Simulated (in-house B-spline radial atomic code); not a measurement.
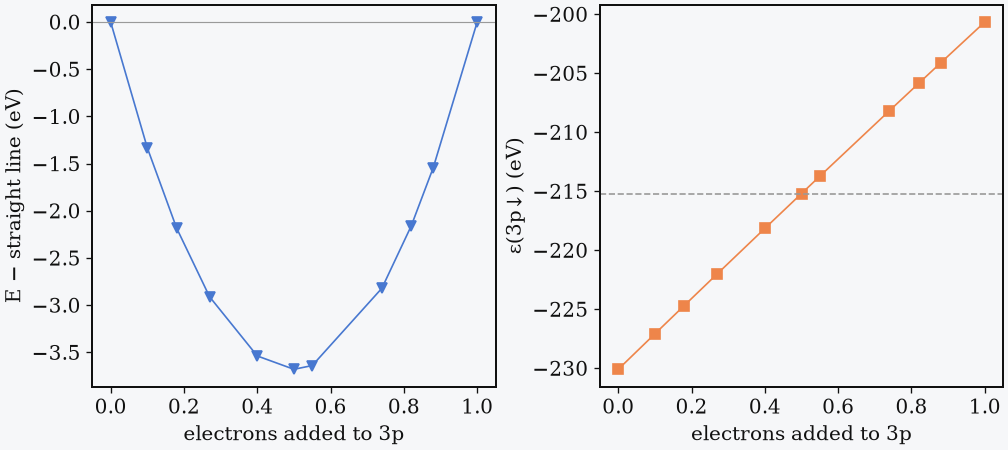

Method: scalar-relativistic (spin-free one-electron X2C) BP86, spin-polarised, spherical fractional occupations, Fermi nucleus, basis-set limit; computed with an in-house B-spline radial code. The occupation of the 3p shell is varied from As⁶⁺ ([Ne] 3s2 3p5 3d10 (high spin)) to As⁵⁺ ([Ar] 3d10), with spherical fractional occupations. The plot shows the total energy less the straight line between the end points, and the eigenvalue of 3p↓ (the dashed line is minus the energy to take the whole electron out).

Q: What does the shape say about the method?

A: The curve is convex (below the straight line), with the largest deviation among the points computed, −3.68 eV, at 0.5. The end points differ by 215.3 eV, the energy to take the electron out. The eigenvalue, which is the slope of the energy (Janak's theorem), moves from −230.1 eV at 0 to −200.7 eV at 1; for a straight line it would stay constant, and a parabola would sag by an eighth of this change, scaled to a whole electron, 3.68 eV. Convexity is the mark of the delocalisation error, which puts fractional charges too low; for p, d and f shells the spherical spreading of the fraction adds to it. The shell lies under occupied ones, so the straight line is a guide here rather than an exact condition.
